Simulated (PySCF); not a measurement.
NMR shielding calculation of CH7FOSi2

System: CH7FOSi2, SMILES CO[SiH2][SiH2]F.
Method: GIAO PBE0/cc-pVTZ NMR shielding, non-relativistic, gas phase (PySCF 2.14.0).

The geometry comes from this level: PBE0-D3(BJ)/def2-SVP. Figures and captions count atoms from 1; the log counts them from 0 in places.

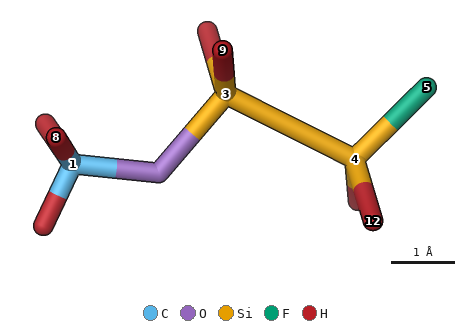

Figure 1. The structure (stick view, seen at a tilt; atoms are numbered from 1 in the order of the input). Bond lengths as drawn: C–H 1.10 to 1.11 Å, C–O 1.40 Å, F–Si 1.63 Å, H–Si 1.49 to 1.50 Å, O–Si 1.67 Å and Si–Si 2.34 Å.

### The input
```
{"job": {"kind": "nmr", "xc": "PBE0", "basis": "cc-pVTZ", "pop": true}, "charge": 0, "multiplicity": 1}
C     -2.231686    -0.297930     0.407636
O     -0.832768    -0.345731     0.474319
Si     0.184535     0.438013    -0.590475
Si     2.322498    -0.136203     0.170337
F      3.420261     0.589974    -0.798424
H     -2.646254    -0.900709     1.229635
H     -2.614156    -0.709710    -0.544694
H     -2.615432     0.733760     0.513280
H     -0.039166     1.920470    -0.562656
H     -0.048542    -0.020434    -1.999218
H      2.548848    -1.610011     0.107516
H      2.551708     0.337005     1.567073
```

The first line tells a small driver script what to run in PySCF; the rest is the geometry in Å.

Machine: 1 CPU thread, shared host.

### Log
```
coarse grid: 10848 points
cycle   1  E = -795.9560511771  dE =  1.946e-01  |g| = 8.268e-01  |ddm| = 6.163e+00
cycle   2  E = -795.7312771970  dE =  2.248e-01  |g| = 1.416e+00  |ddm| = 2.310e+00
cycle   3  E = -796.0708172041  dE = -3.395e-01  |g| = 6.243e-02  |ddm| = 1.467e+00
cycle   4  E = -796.0712120940  dE = -3.949e-04  |g| = 4.606e-02  |ddm| = 1.094e-01
cycle   5  E = -796.0715380000  dE = -3.259e-04  |g| = 1.118e-02  |ddm| = 5.573e-02
cycle   6  E = -796.0715560893  dE = -1.809e-05  |g| = 1.019e-03  |ddm| = 1.272e-02
cycle   7  E = -796.0715563444  dE = -2.551e-07  |g| = 3.432e-04  |ddm| = 2.676e-03
final grid: 95480 points
cycle   8  E = -796.0751487922  dE = -3.776e-05  |g| = 7.892e-03  |ddm| = 6.367e-02
cycle   9  E = -796.0751374762  dE =  1.132e-05  |g| = 1.132e-02  |ddm| = 2.214e-02
cycle  10  E = -796.0751594971  dE = -2.202e-05  |g| = 1.162e-03  |ddm| = 1.277e-02
cycle  11  E = -796.0751597780  dE = -2.809e-07  |g| = 1.497e-04  |ddm| = 1.743e-03
cycle  12  E = -796.0751597829  dE = -4.918e-09  |g| = 3.058e-05  |ddm| = 2.495e-04
cycle  13  E = -796.0751597831  dE = -2.206e-10  |g| = 5.921e-06  |ddm| = 5.520e-05
```

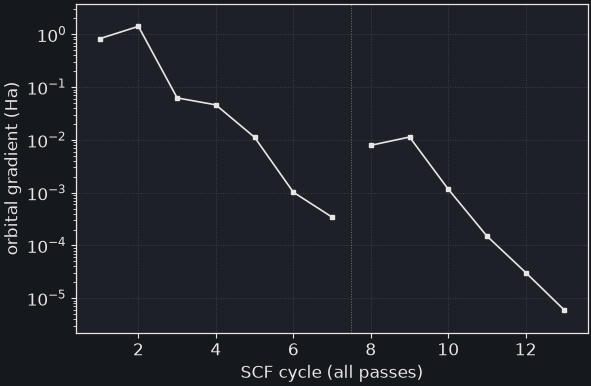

Figure 2. Convergence of the self-consistent field: orbital gradient against the SCF cycle. The dotted line marks the change from a coarse to the final integration grid. The first 7 cycles use a coarse grid, the final grid takes over at cycle 8, and the field converges after 13 cycles in all.

```
converged SCF energy = -796.0751597831

GIAO shielding tensors (ppm)
atom      isotropic    diamagn.    paramagn.     s11        s22        s33       span
  0 C      131.795     237.431    -105.636    103.143    105.038    187.203     84.061
  1 O      346.773     387.017     -40.244    302.216    356.620    381.484     79.268
  2 Si     385.693     887.343    -501.650    333.181    336.717    487.181    154.000
  3 Si     364.102     883.558    -519.456    305.103    321.487    465.716    160.613
  4 F      424.511     461.616     -37.104    390.221    421.933    461.379     71.158
  5 H       27.688      28.421      -0.733     23.774     25.440     33.850     10.075
  6 H       27.920      28.769      -0.848     24.384     25.597     33.781      9.397
  7 H       27.920      28.764      -0.844     24.389     25.590     33.782      9.393
  8 H       26.069      30.313      -4.243     23.557     24.588     30.063      6.507
  9 H       26.069      30.314      -4.245     23.562     24.587     30.057      6.495
 10 H       25.760      28.513      -2.753     22.994     25.204     29.081      6.087
 11 H       25.761      28.520      -2.759     22.996     25.211     29.078      6.082
```

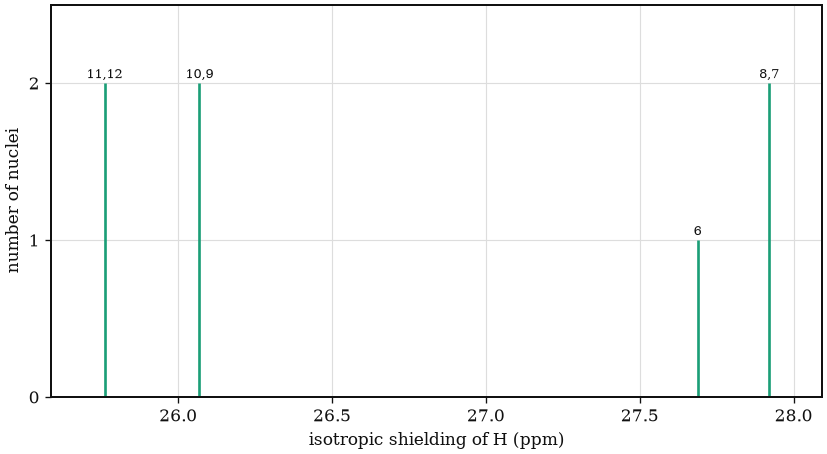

Figure 3. Isotropic shieldings of the hydrogen nuclei in this fixed geometry, labelled by atom number; shielding grows to the right, so chemical shift grows to the left. The least shielded is H11 (25.8 ppm), the most shielded H7 (27.9 ppm).

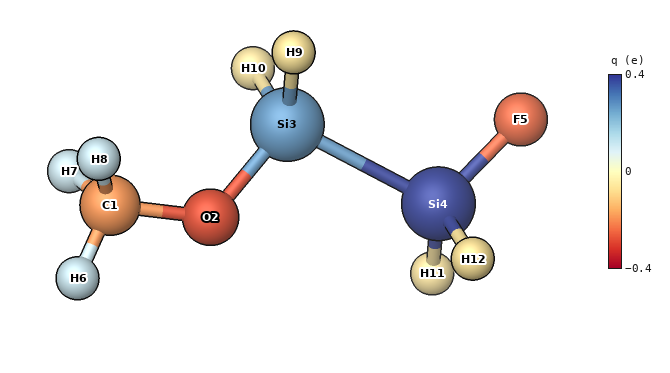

Figure 4. ESP-fitted charges, as the colour of each atom (ball-and-stick view, seen at a tilt; atoms are numbered from 1 in the order of the input). By element: C −0.18, O −0.28, Si +0.26 to +0.38, F −0.25 and H −0.07 to +0.11 e.

### Summary

- outcome: converged
- total energy: −796.075160 hartree
- HOMO: −8.19 eV
- LUMO: −0.85 eV
- dipole moment: 2.06 D
- isotropic shielding, C: 131.8 ppm
- isotropic shielding, O: 346.8 ppm
- isotropic shielding, Si: 364.1 to 385.7 ppm
- isotropic shielding, F: 424.5 ppm
- isotropic shielding, H: 25.8 to 27.9 ppm
- wall time: 50 s
- peak memory: 0.96 GiB
